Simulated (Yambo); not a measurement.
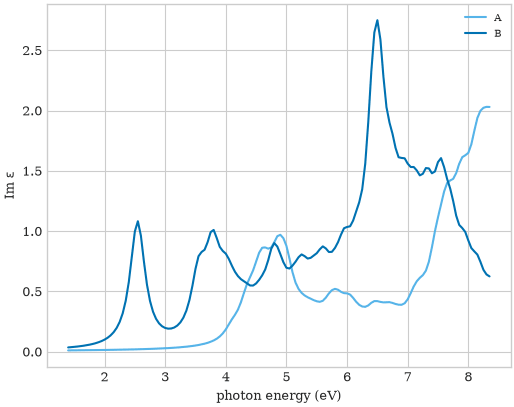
*Two computed absorption spectra of RbO (space group Immm, No. 71) under isotropic strain of +1 % on all lattice vectors (Yambo, PBEsol bands with the same scissor, field along x)*

Axes are Cartesian, with cell vectors (Å) (-2.10, 2.99, 3.54), (2.10, -2.99, 3.54), (2.10, 2.99, -3.54).

Task: Which curve includes the electron-hole attraction (BSE)?

Result: Curve B: the attraction moves weight to lower energy (centre of the plotted range 5.8 eV against 6.6 eV). Settings: 6×6×6 mesh, 4 valence and 6 conduction bands, static screening with 47 bands and a 4 Ry block, scissor 1.88 eV, Tamm-Dancoff. The scissor comes from a G0W0 run whose convergence isn't established. Broadening 0.15 eV. The band window holds all transitions up to 9.0 eV. On this mesh the peak heights and the fine structure are mesh artefacts; only the shift of weight is robust.

Geometry strained from the cell relaxed with PBEsol, atoms relaxed again; primitive cell a = 5.090 Å, b = 5.090 Å, c = 5.090 Å, α = 131.28°, β = 107.93°, γ = 91.86°.
